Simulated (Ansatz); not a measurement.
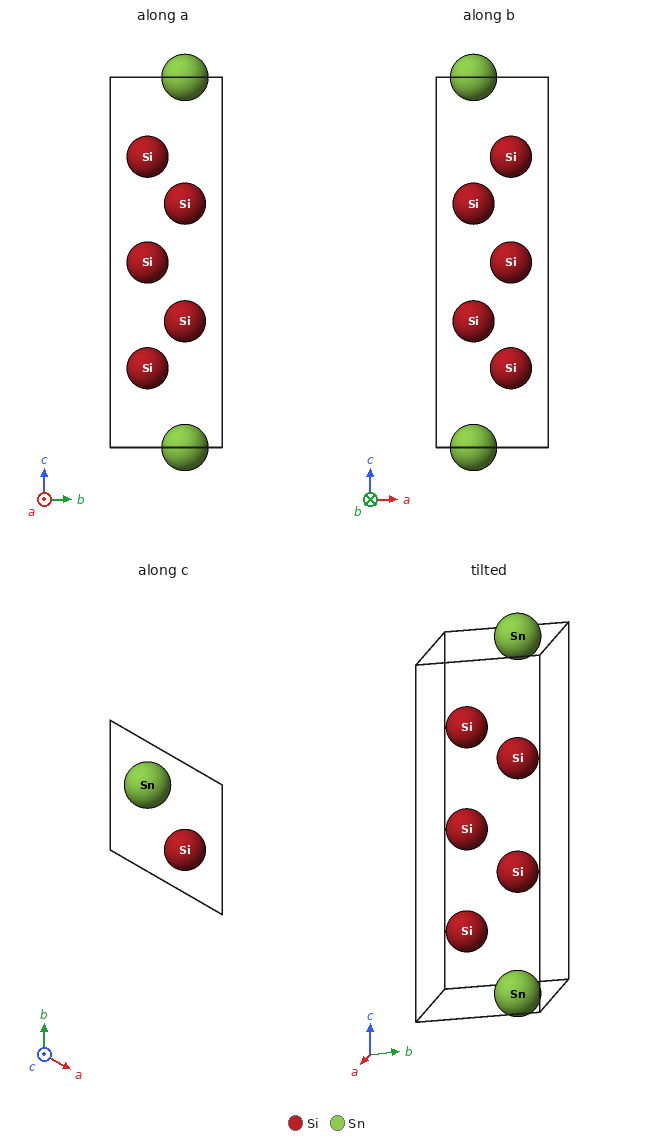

Spheres-only drawing of the structure, looking along the a axis, along the b axis, along the c axis and slightly off an axis. Atoms at the boundary of the conventional unit cell (the box) are drawn once for each face, edge or corner they touch.

Lattice parameters: a = 3.565 Å, b = 3.565 Å, c = 10.177 Å, α = 90.00°, β = 90.00°, γ = 120.00°.

> Give the structure in the form of a table of Wyckoff sites, with free fractional coordinates to two decimals.

Space group P-6m2 (No. 187).
| atom | site | x | y | z |
| --- | --- | --- | --- | --- |
| Si | 2h | 0.3333 | 0.6667 | 0.66 |
| Si | 2i | 0.6667 | 0.3333 | 0.79 |
| Si | 1f | 0.6667 | 0.3333 | 0.50 |
| Sn | 1c | 0.3333 | 0.6667 | 0.00 |

Provenance: a structure type filled with these elements by a generator (whether the compound takes this form wasn't checked). The final geometry of a relaxation with DFT PBE, scalar-relativistic, plane waves, PAW in Ansatz is shown.
